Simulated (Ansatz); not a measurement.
**BH3OS: rigid scan of one bond length, by script**

The task is a rigid scan of one bond length, for BH3OS. SMILES: OBS.

Program: Ansatz 0.2.0 through its Python package. Level of theory: r2SCAN0/6-31G*. These are calculated values, not measurements.

### Step 1. The system

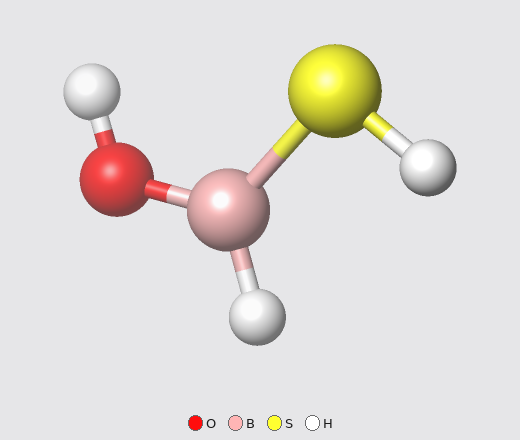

The starting structure, viewed from a chosen angle; oxygen red, boron pink, sulfur yellow, hydrogen white.

The script holds or builds the structure itself.

### Step 2. The script

run_scan.py reads:

```python
"""Stretching a bond of BH3OS, the rest held rigid."""

import ansatz
from ase import Atoms
import matplotlib.pyplot as plt
import numpy as np

atoms = Atoms(["O", "B", "S", "H", "H", "H"], positions=[
    (-1.0886, -0.08935, -0.98549),
    (0.05035, 0.16986, -0.36255),
    (0.35898, -0.38087, 1.33668),
    (-1.76761, -0.58306, -0.52189),
    (0.86826, 0.77093, -0.94092),
    (1.57862, 0.11249, 1.47417),
])
molecule = ansatz.Crystal.molecule_from_ase(atoms)

symbols = [site.symbol for site in molecule.cartesian_sites]
start = np.array([site.position_ang for site in molecule.cartesian_sites])
axis = (start[0] - start[1]) / np.linalg.norm(start[0] - start[1])
moving = [0, 3]
lengths, energies = [1.165, 1.218, 1.271, 1.324, 1.377, 1.43, 1.483, 1.562], []
for length in lengths:
    xyz = start.copy()
    xyz[moving] += (length - np.linalg.norm(start[0] - start[1])) * axis
    point = ansatz.Crystal.molecule()
    for symbol, xyz in zip(symbols, xyz):
        point = point.atom(symbol, xyz.tolist())
    job = (
        point.calculation()
        .basis(gaussian="6-31G*")
        .functional("R2SCAN0")
    )
    summary = job.run(threads=1).report
    energies.append(summary["free_energy_ev"])
    print(f"r = {length:6.3f} A  E = {energies[-1]:.5f} eV  <S^2> = {abs(summary['mean_field']['state']['spin_squared']):.3f}")

# quartic fit about the minimum
fit = np.polynomial.Polynomial.fit(lengths, np.array(energies) - min(energies), 4).convert()
roots = [r.real for r in fit.deriv().roots() if abs(r.imag) < 1e-9 and fit.deriv(2)(r.real) > 0]
r_e = min(roots, key=lambda r: abs(r - lengths[int(np.argmin(energies))]))
print(f"minimum of the fit at {r_e:.4f} A, force constant {fit.deriv(2)(r_e):.2f} eV/A^2")
plt.figure(figsize=(4.5, 3))
plt.plot(lengths, np.array(energies) - min(energies), "o-")
plt.xlabel("bond length (A)")
plt.ylabel("E - E(min) (eV)")
plt.tight_layout()
plt.savefig("scan.png", dpi=100)
```

### Step 3. The calls as engine input

The engine receives this input (first run):

```yaml
crystal:
  periodic: [false, false, false]
  atoms:
    - { symbol: O, position_ang: [-0.9519728276567928, -0.05825545735714233, -0.9107628120290816] }
    - { symbol: B, position_ang: [0.05035, 0.16986, -0.36255] }
    - { symbol: S, position_ang: [0.35898, -0.38087, 1.33668] }
    - { symbol: H, position_ang: [-1.6309828276567928, -0.5519654573571423, -0.4471628120290816] }
    - { symbol: H, position_ang: [0.86826, 0.77093, -0.94092] }
    - { symbol: H, position_ang: [1.57862, 0.11249, 1.47417] }
basis:
  gaussian:
    orbitals: "6-31G*"
hamiltonian:
  xc: r2scan0
```

### Step 4. The run

The run is started by

```bash
$ python run_scan.py
```

Output:

```text
r =  1.165 A  E = -13604.99045 eV  <S^2> = 0.000
r =  1.218 A  E = -13605.60548 eV  <S^2> = 0.000
r =  1.271 A  E = -13605.94587 eV  <S^2> = 0.000
r =  1.324 A  E = -13606.08284 eV  <S^2> = 0.000
r =  1.377 A  E = -13606.07011 eV  <S^2> = 0.000
r =  1.430 A  E = -13605.94829 eV  <S^2> = 0.000
r =  1.483 A  E = -13605.74806 eV  <S^2> = 0.000
r =  1.562 A  E = -13605.35267 eV  <S^2> = 0.000
minimum of the fit at 1.3440 A, force constant 47.17 eV/A^2
```

Wall time 18 s (1 thread of Arm Neoverse V2, shared host); peak memory 0.22 GiB.

### Step 5. What changed from run to run

The engine's inputs for some of the other runs:

Run 3, against run 1:

```diff
@@ -4 +4 @@
-    - { symbol: O, position_ang: [-0.9519728276567928, -0.05825545735714233, -0.9107628120290816] }
+    - { symbol: O, position_ang: [-1.043171299529428, -0.07901102686774925, -0.9606431193896675] }
@@ -7 +7 @@
-    - { symbol: H, position_ang: [-1.6309828276567928, -0.5519654573571423, -0.4471628120290816] }
+    - { symbol: H, position_ang: [-1.722181299529428, -0.5727210268677493, -0.4970431193896675] }
```

Run 4, against run 1:

```diff
@@ -4 +4 @@
-    - { symbol: O, position_ang: [-0.9519728276567928, -0.05825545735714233, -0.9107628120290816] }
+    - { symbol: O, position_ang: [-1.0887705354657458, -0.08938881162305275, -0.9855832730699605] }
@@ -7 +7 @@
-    - { symbol: H, position_ang: [-1.6309828276567928, -0.5519654573571423, -0.4471628120290816] }
+    - { symbol: H, position_ang: [-1.7677805354657457, -0.5830988116230528, -0.5219832730699605] }
```

Run 5, against run 1:

```diff
@@ -4 +4 @@
-    - { symbol: O, position_ang: [-0.9519728276567928, -0.05825545735714233, -0.9107628120290816] }
+    - { symbol: O, position_ang: [-1.1343697714020633, -0.0997665963783562, -1.0105234267502534] }
@@ -7 +7 @@
-    - { symbol: H, position_ang: [-1.6309828276567928, -0.5519654573571423, -0.4471628120290816] }
+    - { symbol: H, position_ang: [-1.8133797714020632, -0.5934765963783563, -0.5469234267502535] }
```

### Step 6. The runs side by side

From the records of these 8 runs:

```csv
run,distance (Å),energy from run 4 (eV),SCF cycles,CPU time (s)
1,1.17,1.0924,14,2.1
2,1.22,0.4774,14,2.1
3,1.27,0.1370,13,2
4,1.32,0.0000,14,2.1
5,1.38,0.0127,13,2
6,1.43,0.1345,15,2.2
7,1.48,0.3348,15,2.2
8,1.56,0.7302,15,2
```

### Step 7. What came out

```
                        quantity     value
bond length at the fit's minimum  1.3440 Å
                   runs compared         8
                 range of energy  1.092 eV
      lowest point, distance (Å)      1.32
```

In words: The curve has its lowest point inside the range, at 1.32. The ends stand 1.09 and 0.73 eV above it. The distance scanned is the script's pair 1, 0. The settings weren't tested for convergence. The rest of the molecule is held rigid at a force-field or estimated start geometry, and the basis set is modest; single-reference methods fail as a bond breaks.
